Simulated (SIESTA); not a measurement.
Band structure of CdS (F-43m, 2 atoms in the cell).

```yaml
crystal:
  lattice:
    - [0.00000, 2.95502, 2.95502]
    - [2.95502, 0.00000, 2.95502]
    - [2.95502, 2.95502, 0.00000]
  atoms:
    - { symbol: Cd, position: [0.00000, 0.00000, 0.00000] }
    - { symbol: S, position: [0.25000, 0.25000, 0.25000] }
```

Computed with SIESTA with GGA PBE, numerical atomic orbitals DZP, PseudoDojo PBE standard norm-conserving potentials (rewritten from UPF to PSML).

Settings: XC.functional = GGA; XC.authors = PBE; potentials = PseudoDojo PBE standard; PAO.BasisSize = DZP; PAO.EnergyShift = 0.01 Ry; MeshCutoff = 400 Ry; kgrid.MonkhorstPack = 7 7 7; OccupationFunction = FD; ElectronicTemperature = 10 K; MaxSCFIterations = 150; SCF.Mixer.Method = Pulay; SCF.Mixer.Weight = 0.25; SCF.Mixer.History = 6; SCF.DM.Tolerance = 1.0E-04.

The starting cell comes from a database of computed structures (which also holds hypothetical and non-ambient phases and stackings), without a prior relaxation at this level. Its lattice was rescaled by a random factor within 2.5 % of one. Values carry the incompleteness of an atom-centred basis.

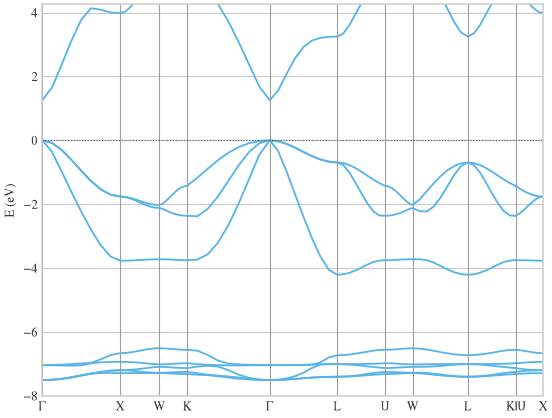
Figure. Bands along the path, energies from the top of the valence band on the path.

Question: Read off roughly the gap and where its edges lie.

Answer: The gap along the path is about 1.3 eV (computed: 1.26 eV), direct at Γ to within 0.01 eV.

Levels in eV from the top of the valence band on the path, bands 10 to 14:
```json
[
 {"point": "Γ", "10": "-7.04", "11": "0.00", "12": "0.00", "13": "0.00", "14": "1.26"},
 {"point": "X", "10": "-6.66", "11": "-3.77", "12": "-1.76", "13": "-1.76", "14": "3.98"},
 {"point": "W", "10": "-6.51", "11": "-3.72", "12": "-2.12", "13": "-2.03", "14": "5.53"},
 {"point": "K", "10": "-6.56", "11": "-3.76", "12": "-2.36", "13": "-1.43", "14": "4.61"},
 {"point": "L", "10": "-6.73", "11": "-4.21", "12": "-0.69", "13": "-0.69", "14": "3.25"},
 {"point": "U", "10": "-6.56", "11": "-3.76", "12": "-2.36", "13": "-1.43", "14": "4.61"}
]
```

Higher empty bands are left out: an atom-centred basis made for the valence describes them poorly.
